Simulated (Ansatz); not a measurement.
System: BH₃OSnZn.

```
atom    x (Å)    y (Å)    z (Å)
   B  -0.7524  -0.8678  -2.2229
   O  -0.6256   0.2538  -2.8493
  Sn   1.6512  -0.4023  -0.0108
  Zn   0.8361   1.2421  -1.9623
   H  -1.4975  -1.7997  -2.4372
   H  -0.0040  -1.1202  -1.1589
   H   2.6423  -1.1471  -1.3093
```

Geometry: B3LYP-D3(BJ)/def2-SVP; core potentials replace the inner electrons of Sn.

These are results of Ansatz, isolated molecule in a Gaussian basis; Kohn-Sham density functional theory, functional PBE0, not measurements.

Predict the electron density and electron localisation function between the atoms.

B–O (1.29 Å): ρ is about 2.5 e/Å³ halfway; the ELF peaks at about 0.90 between the atoms (a short, strongly polar bond).
Zn–O (1.97 Å): the density is about 0.57 e/Å³ at the midpoint; the ELF peaks at about 0.85 in the valence shell of O, 0.6 Å from its nucleus, and is about 0.15 at the midpoint.
B–H (1.21 Å): ρ at the midpoint is about 1.2 e/Å³; the ELF climbs to about 1 towards the hydrogen, as it does in any bond to H; an ordinary covalent bond to hydrogen.

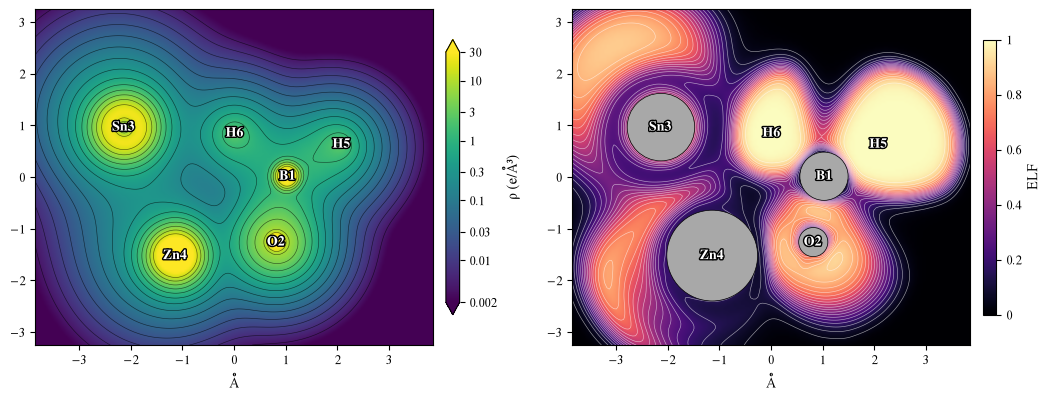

Computed electron density and electron localisation function on the plane of atoms H5, B1 and H6, in this order. Grey discs cover the atomic cores in the ELF map. 
